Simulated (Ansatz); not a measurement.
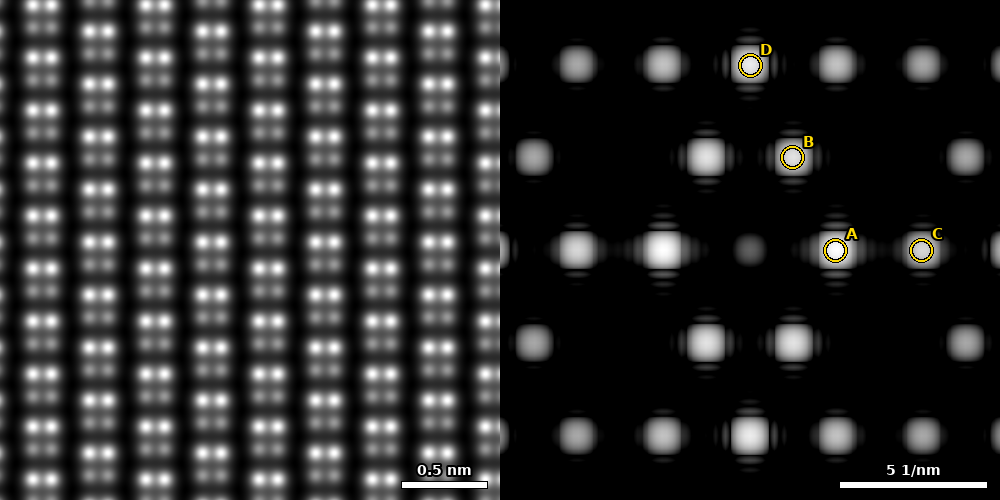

iDPC-like image of a crystal. Simulated as the projected potential of neutral atoms (B = 0.8 Å²) blurred by a 0.50 Å probe, the thin-sample limit of integrated differential phase contrast. The display is stretched by a gamma of 0.8; percentages refer to the linear signal.

The right panel is the modulus of the image's Fourier transform on a logarithmic scale.

### Which lattice spacings do the marked spots stand for, and what angle do A and B enclose?

A: 3.4 Å, B: 2.9 Å, C: 1.7 Å, D: 1.6 Å; A and B enclose about 65°.

The crystal is MoS (P6_3mc, No. 186) along [101]; the spots are (010), (-1 1 1), (020) and (-2 1 2). Model: coordinates from a relaxation with DFT PBEsol, scalar-relativistic, plane waves, PAW (Ansatz 0.2.0); the starting structure was generated, so it need not be a known form of this composition.
